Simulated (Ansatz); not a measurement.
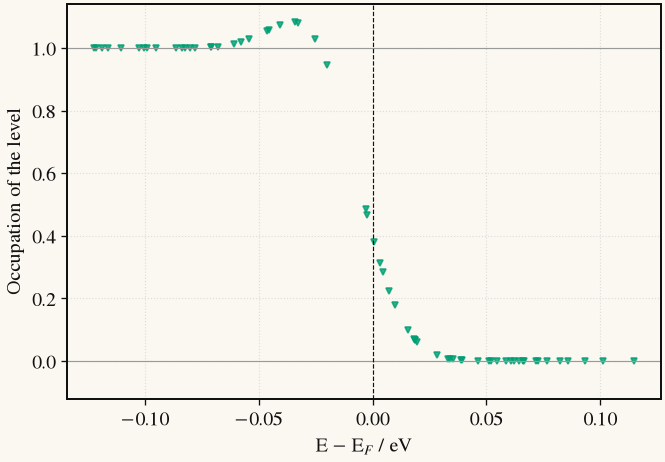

Occupations of the one-electron levels of the k mesh against their energy, from a run on KBr3N, space group C2/m, 10 atoms in the cell, cell charge −1 e, with Ansatz.

Name the smearing function and its width.

cold (Marzari-Vanderbilt) smearing with a width of 0.025 eV. The occupations overshoot 1 below the Fermi level (up to 1.08) but never turn negative, and they are not symmetric about it.
